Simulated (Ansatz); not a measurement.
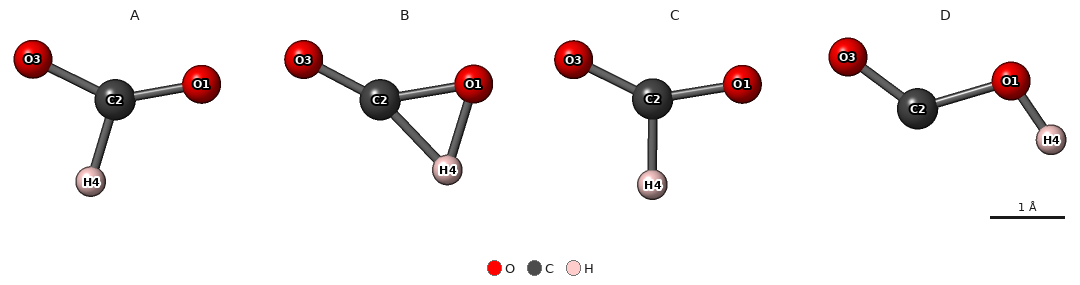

4 geometries from a converged minimum-energy path of CHO2 (multiplicity 2), shuffled. A ball-and-stick model, seen face on.

Level of theory: Ansatz, UKS PBE0-D4/cc-pVDZ. Settings: 7 movable images; climbing image; force threshold 0.05 eV/Å; iteration limit 60; starting path through a guess of the saddle point.

One of them is the converged climbing image. Which?

B. In order along the path, whose images run from 0 to 8: A (image 0, 0.0 kcal/mol), C (image 1, 0.0 kcal/mol), B (image 4, +23.7 kcal/mol), D (image 8, −11.3 kcal/mol). A hydrogen atom shifts from one atom to another. Breaking: C2–H4 (1.17 → 1.32 at the top → 1.87 Å). Forming: O1–H4 (2.02 → 1.23 at the top → 0.97 Å).
